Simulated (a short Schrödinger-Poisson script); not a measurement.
System: gated Al0.3Ga0.7N/GaN polarisation-induced gas, at 300 K.

```csv
layer,material,thickness (nm),Na (cm⁻³)
1,Al0.3Ga0.7N,15,-
2,GaN,6000,6e15
```

Constants are typed, rounded textbook-type inputs, not results; the design itself was drawn at random and stands for no fabricated device. Al0.3Ga0.7N: permittivity 9.32, conduction-band edge (eV) 0.414, gap (eV) 4.021, electron mass (mₑ) 0.236, Nv at 300 K (cm⁻³) 4.6e19. GaN: permittivity 9.5, conduction-band edge (eV) 0, gap (eV) 3.43, Nv at 300 K (cm⁻³) 4.6e19.

Channel valleys (confinement mass, in-plane density-of-states mass, number): Γ 0.2, 0.2, 1. At the gate the conduction-band edge of layer 1 lies 1.23 eV − eVg above the Fermi level of the channel; the field vanishes at the back. Sheet of polarisation charge: +1.5e13 e/cm² at 15 nm from the gate. The barrier under the gate holds no holes. Gaps are held at their typed values at every temperature. Mesh 0.08 nm at interfaces.

From a short Schrödinger-Poisson script (our own, NumPy): 1D Poisson equation in equilibrium, electrons quantum, Hartree plus LDA exchange-correlation (BenDaniel-Duke, 40 states a valley, the channel's in-plane mass for all, wave functions free to enter the barrier), parabolic valleys, classical holes, full ionisation, no traps, pinning or gate leakage.

Only gate voltages with over 1e8 electrons/cm² are shown.

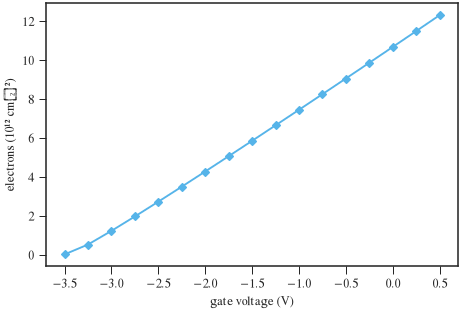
*Sheet density against gate voltage*

```tsv
Vg (V)	electrons (cm⁻²)	in the channel layer	C (μF/cm²)	Γ E0 (meV)	Γ E1 (meV)
0.5	1.23e13	1.11e13	0.526	-133.1	13.6
0.25	1.15e13	1.05e13	0.524	-124.7	17.0
0	1.07e13	9.80e12	0.521	-116.1	20.4
-0.25	9.87e12	9.13e12	0.519	-107.4	23.9
-0.5	9.06e12	8.45e12	0.517	-98.6	27.3
-0.75	8.25e12	7.75e12	0.515	-89.7	30.8
-1	7.45e12	7.05e12	0.513	-80.7	34.3
-1.25	6.65e12	6.33e12	0.511	-71.5	37.9
-1.5	5.85e12	5.61e12	0.508	-62.1	41.5
-1.75	5.06e12	4.88e12	0.505	-52.4	45.4
-2	4.28e12	4.15e12	0.502	-42.2	49.4
-2.25	3.50e12	3.41e12	0.497	-31.4	53.8
-2.5	2.73e12	2.67e12	0.491	-19.5	58.9
-2.75	1.97e12	1.94e12	0.482	-5.9	65.2
-3	1.23e12	1.21e12	0.466	11.4	74.2
-3.25	5.27e11	5.23e11	0.426	38.1	91.4
-3.5	2.02e10	2.01e10	0.111	126.7	169.7
```

Subbands count from the Fermi level.
